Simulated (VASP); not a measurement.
Band structure of WSi2 (MoSi2 type). Method: LDA (Ceperley-Alder, Perdew-Zunger), VASP's LDA PAW potentials (set 64) (plane waves; VASP 6.6.1).

Unless said otherwise, spin-orbit coupling is left out, though it shifts the bands of the heavy elements here.

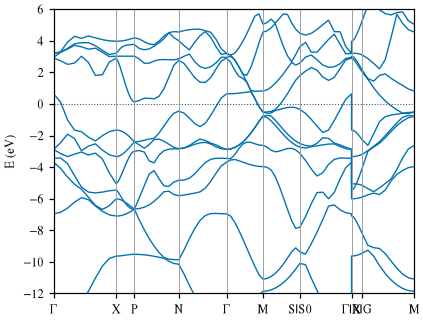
Bands along high-symmetry lines, zero at the valence-band maximum or, without a gap, the Fermi level

Task: Read the plot: is there a gap, and where are the band edges?

Result: It has no gap at this level: it comes out as a metal or semimetal. (Edges off the drawn lines would not show.)

The compound is WSi2 in the MoSi2 type structure. It was relaxed first.
